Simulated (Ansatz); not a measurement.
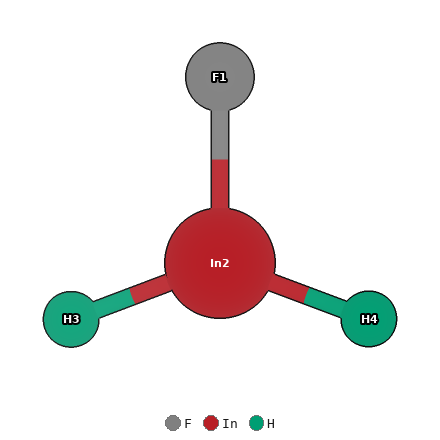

The system is FH₂In, SMILES [F][InH2]; the picture shows the reference structure. 
- The first coordinate is: bond length In2–H3; the second: bond length In2–H4.
- Nothing is relaxed (all other coordinates rigid).
- The grid has 15 × 15 points.
- Points are written as (first, second).
- Energies are in kJ/mol, from the relaxed molecule at the same level.
- The restricted reference is unstable at some or all points, so the energies there are unreliable.
- Theory: Ansatz, RHF-MP2, frozen core/def2-TZVP.

Its coordinates:

| atom | x (Å) | y (Å) | z (Å) |
| --- | --- | --- | --- |
| F | -1.6283 | -0.6281 | 0.1882 |
| In | 0.1952 | 0.0526 | -0.0264 |
| H | 1.2970 | -0.9545 | 0.7601 |
| H | 0.1917 | 1.4697 | -0.9422 |

Range: bond length In2–H3 from 1.451 to 2.362 Å; bond length In2–H4 from 1.384 to 2.531 Å.

### What landscape does the calculation give?

The lowest grid point is at (1.711 Å, 1.711 Å), 0.8 kJ/mol from the relaxed molecule at the same level. No other kind of well shows on this grid. The highest grid point, (2.362 Å, 2.531 Å), lies 325 kJ/mol above the lowest. Round the minimum the contours are nearly round: the two directions are equally stiff and uncoupled.

| bond length In2–H4 ↓, bond length In2–H3 → | 1.451 | 1.516 | 1.581 | 1.646 | 1.711 | 1.776 | 1.842 | 1.907 | 1.972 | 2.037 | 2.102 | 2.167 | 2.232 | 2.297 | 2.362 |
| --- | --- | --- | --- | --- | --- | --- | --- | --- | --- | --- | --- | --- | --- | --- | --- |
| 2.531 | 247 | 219 | 202 | 193 | 192 | 196 | 204 | 215 | 228 | 243 | 259 | 275 | 292 | 309 | 326 |
| 2.449 | 224 | 196 | 179 | 171 | 170 | 174 | 182 | 193 | 206 | 221 | 237 | 254 | 271 | 288 | 305 |
| 2.367 | 201 | 173 | 156 | 148 | 147 | 151 | 159 | 170 | 184 | 199 | 215 | 232 | 249 | 266 | 284 |
| 2.285 | 178 | 150 | 133 | 125 | 124 | 128 | 136 | 148 | 161 | 176 | 193 | 210 | 227 | 244 | 262 |
| 2.203 | 154 | 126 | 110 | 102 | 101 | 105 | 113 | 125 | 138 | 154 | 170 | 187 | 205 | 222 | 240 |
| 2.121 | 131 | 104 | 87 | 79 | 78 | 82 | 91 | 102 | 116 | 131 | 148 | 165 | 183 | 201 | 219 |
| 2.039 | 110 | 82 | 65 | 57 | 56 | 61 | 69 | 81 | 95 | 110 | 127 | 144 | 162 | 180 | 198 |
| 1.957 | 90 | 62 | 45 | 38 | 37 | 41 | 50 | 61 | 75 | 91 | 108 | 125 | 143 | 161 | 179 |
| 1.875 | 73 | 45 | 28 | 21 | 20 | 24 | 33 | 45 | 59 | 74 | 91 | 109 | 127 | 145 | 163 |
| 1.793 | 60 | 33 | 16 | 8 | 7 | 12 | 20 | 32 | 46 | 62 | 79 | 97 | 115 | 133 | 151 |
| 1.711 | 54 | 26 | 9 | 2 | 1 | 5 | 14 | 26 | 40 | 56 | 73 | 91 | 109 | 127 | 145 |
| 1.629 | 57 | 28 | 12 | 4 | 3 | 7 | 16 | 28 | 42 | 58 | 75 | 93 | 111 | 130 | 148 |
| 1.547 | 71 | 43 | 26 | 18 | 17 | 21 | 30 | 42 | 56 | 72 | 89 | 107 | 125 | 144 | 162 |
| 1.466 | 101 | 73 | 56 | 48 | 47 | 51 | 60 | 72 | 86 | 102 | 119 | 137 | 155 | 173 | 192 |
| 1.384 | 154 | 125 | 108 | 99 | 98 | 103 | 111 | 123 | 137 | 153 | 170 | 188 | 206 | 225 | 244 |

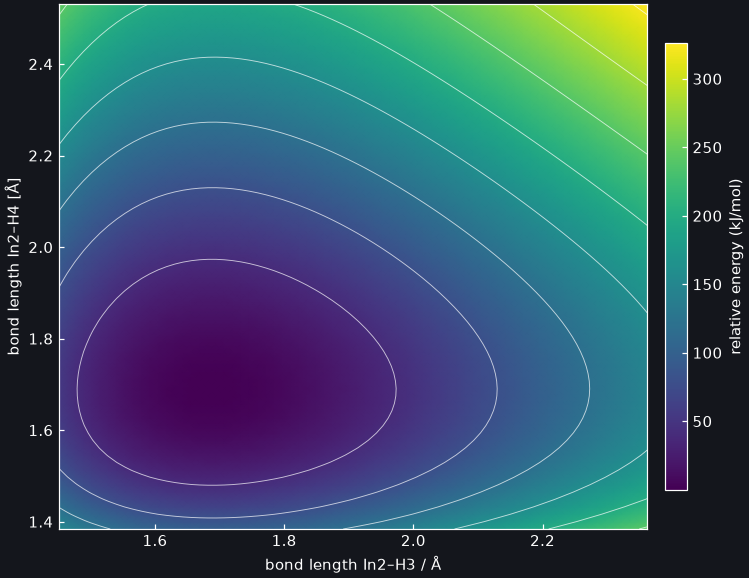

In the figure: a smooth colour map with a few white contour lines. Between grid points the surface is interpolated.

Time for the 225 points that were run: 10 min on 1 thread of Arm Neoverse V1 (shared host).
